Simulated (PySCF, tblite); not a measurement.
Breaking a bond: Cl2 (anion, charge -1), doublet.

UKS-B3LYP = PySCF with unrestricted B3LYP/aug-cc-pVDZ; UHF/6-31G* = unrestricted Hartree-Fock/6-31G*, spherical d run with PySCF; GFN2-xTB, 300 K electronic temperature (tblite).

Energies are in kJ/mol, each relative to the lowest point of its own curve near equilibrium.

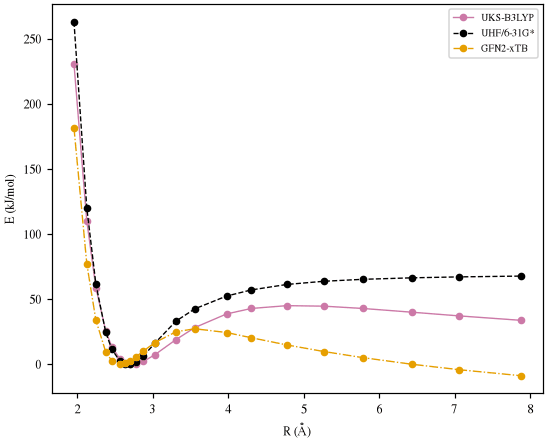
Figure. Energy against bond length for each method.

| R / Å | UKS-B3LYP | UHF/6-31G* | GFN2-xTB |
|---|---|---|---|
| 1.96 | 230.8 | 263.1 | 181.6 |
| 2.13 | 110.0 | 120.0 | 77.1 |
| 2.25 | 58.9 | 61.6 | 33.9 |
| 2.38 | 25.7 | 24.6 | 9.5 |
| 2.46 | 13.5 | 11.6 | 2.7 |
| 2.57 | 4.0 | 2.2 | 0.0 |
| 2.64 | 1.0 | 0.1 | 0.9 |
| 2.70 | 0.0 | 0.0 | 2.6 |
| 2.78 | 0.2 | 1.9 | 5.7 |
| 2.88 | 2.2 | 6.4 | 10.1 |
| 3.03 | 7.3 | 16.1 | 16.6 |
| 3.31 | 18.9 | 33.1 | 24.9 |
| 3.56 | 28.2 | 42.6 | 27.2 |
| 3.98 | 38.6 | 52.4 | 24.4 |
| 4.31 | 42.9 | 57.1 | 20.3 |
| 4.78 | 45.0 | 61.3 | 14.8 |
| 5.27 | 44.6 | 63.7 | 9.7 |
| 5.78 | 42.9 | 65.2 | 5.1 |
| 6.44 | 39.9 | 66.4 | -0.1 |
| 7.06 | 37.1 | 67.1 | -4.2 |
| 7.88 | 33.7 | 67.7 | -8.8 |

At the longest distance, 7.88 Å, UHF/6-31G* lies highest above its minimum (67.7 kJ/mol) and GFN2-xTB lowest (-8.8 kJ/mol).

The GFN2-xTB curve passes through a maximum at 3.56 Å and then falls by 36.1 kJ/mol up to the last usable point.

At the longest distance UKS-B3LYP leaves fractional charges on the fragments, a sign of delocalisation error or of the restricted form. Where the anion isn't bound against loss of the electron, the finite basis alone holds it.
